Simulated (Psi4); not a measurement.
**CH2F3Si (SMILES [CH2][Si](F)(F)F): U-revPBE/def2-SVP**

Aim: the vertical ionisation energy of CH2F3Si at U-revPBE/def2-SVP, from 2 runs. 

Program for the calculation: Psi4 1.11.

### Step 1. The structure to begin with

The species is CH2F3Si (7 atoms), meant as a doublet with charge 0. SMILES: `[CH2][Si](F)(F)F`. The coordinates come from a PBE0-D4/def2-TZVP relaxation.

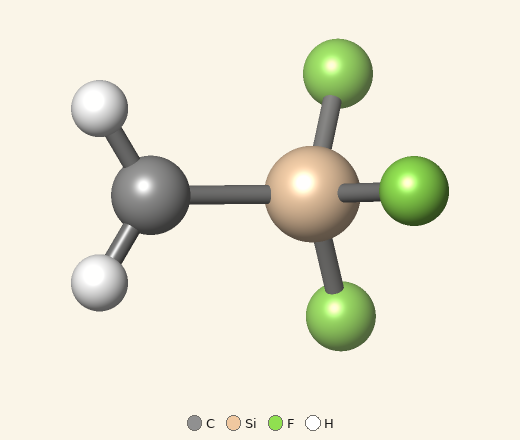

The structure, seen from a chosen angle (carbon grey, silicon light orange, fluorine green, hydrogen white).

### Step 2. A single-point energy at U-revPBE/def2-SVP

job.inp reads:

```
memory 1.6 GB

molecule mol {
  0 2
  C     -0.691800     0.401700     0.763500
  Si     0.442900    -0.260900    -0.483500
  F      0.009400     0.178500    -1.934200
  F      0.495400    -1.838000    -0.481100
  F      1.916900     0.241300    -0.236600
  H     -1.731100     0.616200     0.542200
  H     -0.380400     0.593100     1.784100
  symmetry c1
}

set {
  reference            uks
  puream               true
  e_convergence        1e-09
  d_convergence        1e-08
  scf_type             pk
  dft_radial_points    99
  dft_spherical_points 590
  maxiter              100
}

energy("revpbe/def2-SVP")
```

The run is started by

```bash
$ psi4 -i job.inp -o job.out -n 1
```

job.out:

```text
[...]
  Running in c1 symmetry.
[...]
  Nuclear repulsion =  252.903389313826551
[...]
  Multiplicity = 2
[...]
  Nalpha       = 25
  Nbeta        = 24
[...]
    Number of basis functions: 84
[...]
   @UKS iter   1:  -627.69000269643743   -2.55872e-01   8.78702e-03 DIIS/ADIIS
[...]
   @UKS iter  13:  -627.91999322132006   -1.70530e-12   1.60755e-09 DIIS
[...]
   @S^2 Observed:                7.531880023E-01
[...]
    Orbital Energies [Eh]
    ---------------------
    Alpha Occupied:
       1A    -65.521105     2A    -24.277802     3A    -24.277722
       4A    -24.277088     5A     -9.949020     6A     -5.154925
       7A     -3.565891     8A     -3.565595     9A     -3.561546
      10A     -1.101705    11A     -1.072994    12A     -1.071818
      13A     -0.647233    14A     -0.507792    15A     -0.446123
      16A     -0.443032    17A     -0.426874    18A     -0.405943
      19A     -0.389674    20A     -0.389579    21A     -0.367571
      22A     -0.362119    23A     -0.349620    24A     -0.341463
      25A     -0.239832
    Alpha Virtual:
[...]
  @UKS Final Energy:  -627.91999322132006
   => Energetics <=
    Nuclear Repulsion Energy =            252.9033893138265512
    One-Electron Energy =               -1374.6543866961362710
    Two-Electron Energy =                 552.2594324902340759
    DFT Exchange-Correlation Energy =     -58.4284283292442481
    Empirical Dispersion Energy =           0.0000000000000000
    VV10 Nonlocal Energy =                  0.0000000000000000
    Total Energy =                       -627.9199932213200555
[...]
 Multipole Moments:
 ------------------------------------------------------------------------------------
     Multipole            Electronic (a.u.)      Nuclear  (a.u.)        Total (a.u.)
 ------------------------------------------------------------------------------------
 L = 1.  Multiply by 2.5417464519 to convert [e a0] to [Debye]
 Dipole X            :          3.2708292           -3.8020410           -0.5312118
 Dipole Y            :         -1.9015299            2.1999371            0.2984071
 Dipole Z            :         -3.5936093            4.1778927            0.5842834
 Magnitude           :                                                    0.8441682
[...]
```

Run time: 20 s. Hardware: 1 thread of Intel Xeon Platinum 8559C (Emerald Rapids), shared host; peak memory 1 GiB.

### Step 3. The singlet cation

input.json reads:

```json
{
  "schema_name": "qcschema_input",
  "schema_version": 1,
  "molecule": {
    "schema_name": "qcschema_molecule",
    "schema_version": 2,
    "symbols": ["C", "Si", "F", "F", "F", "H", "H"],
    "geometry": [-1.30731253, 0.75910298, 1.4428059, 0.8369597, -0.49302955, -0.91368258, 0.01776343, 0.33731611, -3.65510827, 0.93617032, -3.47331662, -0.90914724, 3.62241601, 0.45599091, -0.4471092, -3.27130489, 1.16444924, 1.0246095, -0.71885182, 1.12079656, 3.37146038],
    "molecular_charge": 1,
    "molecular_multiplicity": 1,
    "fix_symmetry": "c1",
    "fix_com": true,
    "fix_orientation": true
  },
  "driver": "energy",
  "model": {
    "method": "revpbe",
    "basis": "def2-SVP"
  },
  "keywords": {
    "reference": "rks",
    "puream": true,
    "e_convergence": 1e-09,
    "d_convergence": 1e-08,
    "scf_type": "pk",
    "dft_radial_points": 99,
    "dft_spherical_points": 590,
    "scf_properties": ["QUADRUPOLE", "WIBERG_LOWDIN_INDICES", "MAYER_INDICES"]
  }
}
```

The run is started by

```bash
$ psi4 --qcschema input.json -n 1 --memory 1600MB
```

stdout:

```text
[...]
  Running in c1 symmetry.
[...]
  Nuclear repulsion =  252.903389428086911
[...]
  Multiplicity = 1
[...]
  Nalpha       = 24
  Nbeta        = 24
[...]
    Number of basis functions: 84
[...]
   @RKS iter   1:  -627.40916711851492    2.49632e-02   6.97138e-03 ADIIS/DIIS
[...]
   @RKS iter  13:  -627.53205885864668   -1.36424e-12   2.67842e-09 DIIS
[...]
    Orbital Energies [Eh]
    ---------------------
    Doubly Occupied:
       1A    -65.773219     2A    -24.519589     3A    -24.505389
       4A    -24.503663     5A    -10.328896     6A     -5.407146
       7A     -3.817352     8A     -3.817061     9A     -3.815521
      10A     -1.329522    11A     -1.300968    12A     -1.294689
      13A     -0.958155    14A     -0.751994    15A     -0.721697
      16A     -0.680922    17A     -0.668183    18A     -0.658961
      19A     -0.613184    20A     -0.612121    21A     -0.601220
      22A     -0.593845    23A     -0.583910    24A     -0.569336
[...]
  @RKS Final Energy:  -627.53205885864668
   => Energetics <=
    Nuclear Repulsion Energy =            252.9033894280869106
    One-Electron Energy =               -1362.4006265130421980
    Two-Electron Energy =                 540.0059142385005089
    DFT Exchange-Correlation Energy =     -58.0407360121918714
    Empirical Dispersion Energy =           0.0000000000000000
    VV10 Nonlocal Energy =                  0.0000000000000000
    Total Energy =                       -627.5320588586466783
[...]
 Multipole Moments:
 ------------------------------------------------------------------------------------
     Multipole            Electronic (a.u.)      Nuclear  (a.u.)        Total (a.u.)
 ------------------------------------------------------------------------------------
 L = 1.  Multiply by 2.5417464519 to convert [e a0] to [Debye]
 Dipole X            :        -42.1492705           41.0705517           -1.0787187
 Dipole Y            :         24.7229535          -24.1826364            0.5403171
 Dipole Z            :         46.0468220          -44.8409332            1.2058888
 Magnitude           :                                                    1.7057973
 L = 2.  Multiply by 1.3450342976 to convert [e a0^2] to [Debye ang]
 Quadrupole XX       :       -177.3019983          157.2672549          -20.0347434
 Quadrupole XY       :         29.2921696          -30.6908237           -1.3986541
[...]
```

The result, in JSON:

```text
{
 "driver": "energy",
 "model": {
  "method": "revpbe",
  "basis": "def2-SVP"
 },
 "success": true,
 "return_result": -627.5320588586467,
 "properties": {
  "calcinfo_nbasis": 84,
  "calcinfo_nmo": 84,
  "calcinfo_nalpha": 24,
  "calcinfo_nbeta": 24,
  "calcinfo_natom": 7,
  "nuclear_repulsion_energy": 252.9033894280869,
  "return_energy": -627.5320588586467,
  "scf_one_electron_energy": -1362.4006265130422,
  "scf_two_electron_energy": 540.0059142385005,
  "scf_xc_energy": -58.04073601219187,
  "scf_dipole_moment": [-1.078718735191032, 0.5403171242212963, 1.2058887735905088],
  "scf_total_energy": -627.5320588586467,
  "scf_iterations": 13
 }
}
```

Run time: 14 s. Hardware: 1 thread of Intel Xeon Platinum 8559C (Emerald Rapids), shared host; peak memory 1 GiB.

### Step 4. Outcome

Level: U-revPBE/def2-SVP.

| quantity | value |
| --- | --- |
| doublet CH2F3Si: total energy | -627.91999 Eh |
| doublet CH2F3Si: dipole moment | 2.15 D |
| doublet CH2F3Si: HOMO energy (highest over α and β) | -6.53 eV |
| doublet CH2F3Si: LUMO energy (lowest over α and β) | -4.10 eV |
| doublet CH2F3Si: ⟨S²⟩ | 0.753 |
| singlet cation: total energy | -627.53206 Eh |
| singlet cation: HOMO energy | -15.49 eV |
| singlet cation: LUMO energy | -14.22 eV |
| singlet cation: HOMO–LUMO gap | 1.27 eV |
| vertical ionisation energy (to the singlet cation) | 10.556 eV |

**Reading.** Removing an electron at fixed nuclei costs 10.56 eV (1019 kJ/mol). Only the singlet of the ionised species was computed; a triplet could lie lower.
